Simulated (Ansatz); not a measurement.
BHClF3: several calculations on one system

**1. Relaxation**

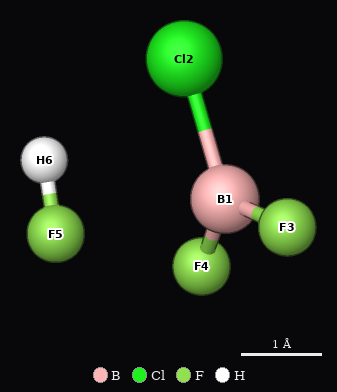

This is the input geometry for a relaxation of BHClF₃. A ball-and-stick model, seen at a tilt.

The run prepares an end point of a later path (reaction) calculation, from a guessed geometry.

All numbers below come from RKS BLYP-D4/def2-SVP (Ansatz 0.2.0).

The input:
```yaml
crystal:
  periodic: [false, false, false]
  atoms:
    - { symbol: B, position_ang: [-0.009953, 0.275426, 0.077188] }
    - { symbol: Cl, position_ang: [-0.026772, 0.627555, 1.876729] }
    - { symbol: F, position_ang: [1.146132, 0.244991, -0.558198] }
    - { symbol: F, position_ang: [-1.154315, 0.214854, -0.575554] }
    - { symbol: F, position_ang: [0.050945, -2.181689, 0.619955] }
    - { symbol: H, position_ang: [0.114263, -1.910337, 1.51058] }
basis:
  gaussian: { orbitals: def2-SVP }
hamiltonian:
  xc: blyp
  dispersion: d4
relax:
  f_tol: 0.03
  max_steps: 50
```

Run as
```bash
ansatz run input.yaml --threads 1 --pin off --max-ram 2048MiB --backend cpu --events-out ev --progress --plain --runs-dir out
```

Q: Predict the outcome.

A: F5 moves most after the best rigid fit: 0.11 Å. Largest moves by element: F 0.11 Å, H 0.11 Å, B 0.07 Å, Cl 0.06 Å. Near-neighbour distances that change, for instance: B1–Cl2 1.834 → 1.798 Å, F5–H6 0.933 → 0.944 Å. After 4 accepted moves (5 points after the start) the energy has fallen by 0.69 kcal/mol. The largest force component goes from 0.8 to 0.016 eV/Å. The line search rejected the trial step at point 2 of the run. Cost: 13 s on 1 thread of Arm Neoverse V2 (shared host), peak memory 0.14 GiB.

Step by step:

```tsv
step	E − E(0), kcal/mol	largest force component, eV/Å	note
0	0.00	0.7981	
1	-0.53	0.3838	
2	-0.11	0.6216	rejected
3	-0.63	0.1873	
4	-0.66	0.0640	
5	-0.69	0.0165
```

The structure at the end:

```xyz
6

B    -0.0016    0.2102    0.1074
Cl   -0.0091    0.5714    1.8685
F     1.1464    0.2275   -0.5502
F    -1.1511    0.1566   -0.5455
F     0.0704   -2.0765    0.5811
H     0.0653   -1.8185    1.4894
```

The end point in the same view:

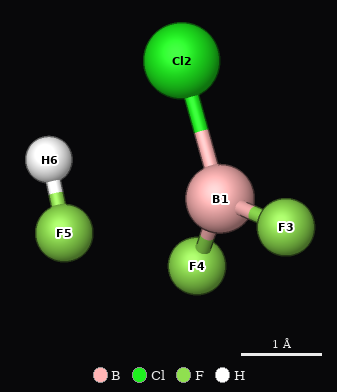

Limits of the set-up: the start holds two separate molecules, 2.5 Å apart at their closest, whose relative position is a soft coordinate.

**2. Relaxation**

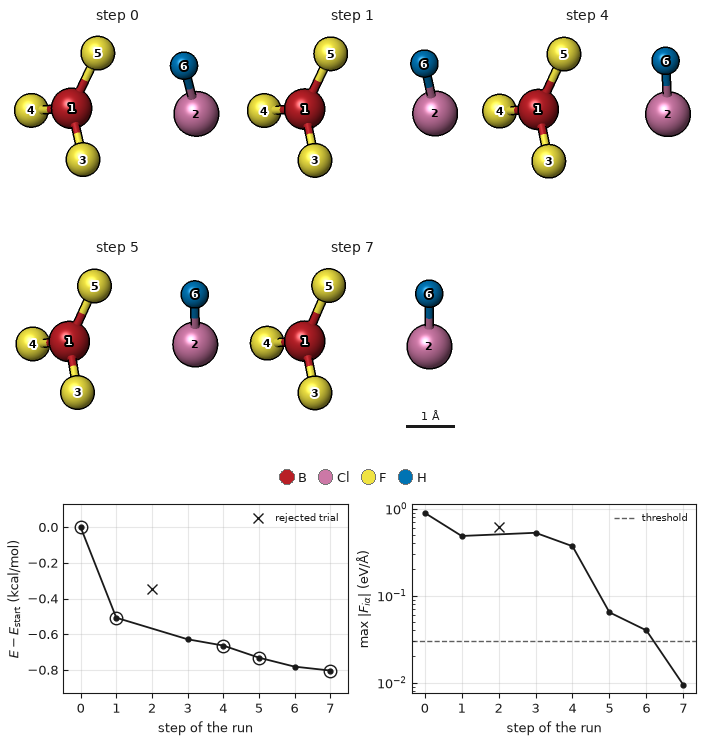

Frames of a relaxation of BHClF3, marked on the history of the run. The picture is a ball-and-stick view, seen at a tilt.

The run prepares an end point of a later path (reaction) calculation, from a guessed geometry.

The calculation used RKS BLYP-D4/def2-SVP in Ansatz.

Input file:
```yaml
crystal:
  periodic: [false, false, false]
  atoms:
    - { symbol: B, position_ang: [0.003564, -0.412138, -0.421114] }
    - { symbol: Cl, position_ang: [0.006544, 0.108522, 2.593784] }
    - { symbol: F, position_ang: [1.15271, 0.200128, -0.654908] }
    - { symbol: F, position_ang: [-1.146317, 0.166576, -0.726284] }
    - { symbol: F, position_ang: [0.006784, -1.656076, 0.051279] }
    - { symbol: H, position_ang: [0.097016, -1.136212, 2.107943] }
basis:
  gaussian: { orbitals: def2-SVP }
hamiltonian:
  xc: blyp
  dispersion: d4
relax:
  f_tol: 0.03
  max_steps: 50
```

Run as
```bash
ansatz run input.yaml --threads 1 --pin off --max-ram 2048MiB --backend cpu --events-out ev --progress --plain --runs-dir out
```

Question: What happens along the run?

Answer: Over 6 accepted moves (7 points after the start) the energy falls by 0.80 kcal/mol. Largest force component: 0.9 eV/Å at the start, 0.0094 eV/Å at the end. The line search rejected the trial step at point 2 of the run. The atom that moves furthest after the best rigid fit is H6 (0.27 Å). By element the largest moves are H 0.27 Å, F 0.12 Å, B 0.05 Å, Cl 0.05 Å. Some distances before and after: Cl2–H6 1.339 → 1.302 Å. The run took 16 s on 1 thread of Arm Neoverse V2 (shared host), peak memory 0.14 GiB. From step 0 to 1: H6 moves most (0.15 Å), energy −0.51 kcal/mol. From step 1 to 4: H6 moves most (0.15 Å), energy −0.16 kcal/mol. From step 4 to 5: Cl and F atoms move most (0.08 Å), energy −0.07 kcal/mol. From step 5 to 7: Cl2 moves most (0.07 Å), energy −0.07 kcal/mol.

```
step  E − E(0), kcal/mol  largest force component, eV/Å      note
   0                0.00                         0.8957          
   1               -0.51                         0.4856          
   2               -0.35                         0.6085  rejected
   3               -0.63                         0.5284          
   4               -0.66                         0.3705          
   5               -0.73                         0.0643          
   6               -0.78                         0.0399          
   7               -0.80                         0.0094
```

**3. Path**

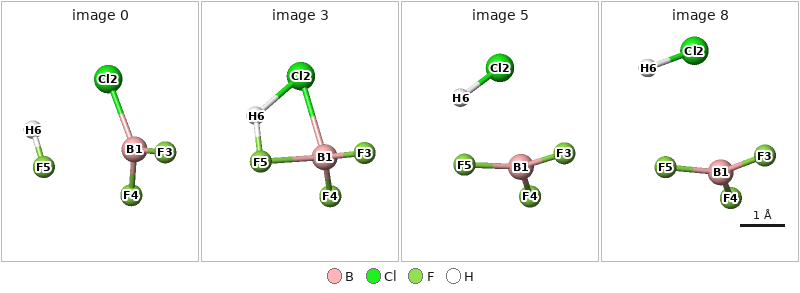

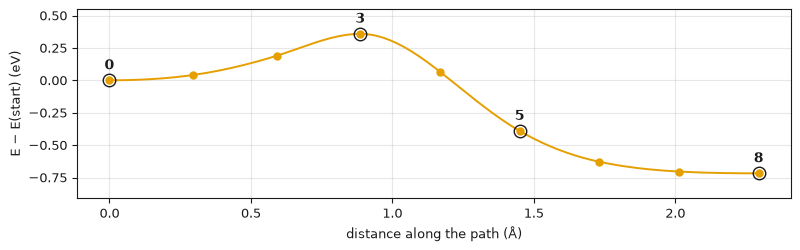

NEB run on BHClF$_{3}$, made up at the start of BClF2 and HF. Images are numbered from 0 (start) to 8 (end). Style: ball-and-stick. Shown at a tilt.

The calculation used RKS BLYP-D4/def2-SVP in Ansatz. Run with 7 movable images; climbing image; force threshold 0.05 eV/Å; iteration limit 60; starting path through a guess of the saddle point.

Q: What happens along the path, and what is the barrier?

A: Breaking: B1–Cl2 (1.80 → 2.05 at the top → 3.06 Å), F5–H6 (0.94 → 1.15 at the top → 2.49 Å). Forming: B1–F5 (2.34 → 1.59 at the top → 1.33 Å), Cl2–H6 (2.42 → 1.62 at the top → 1.30 Å). The highest point, image 3, lies 0.36 eV above the start and 1.08 eV above the end; the end is at −0.72 eV relative to the start. The band is converged. At the top, the vibrational analysis gives one imaginary mode (733i cm⁻¹), as a transition state must have.

Limits of the set-up: the start holds two separate molecules, 2.3 Å apart at their closest, whose relative position is a soft coordinate.
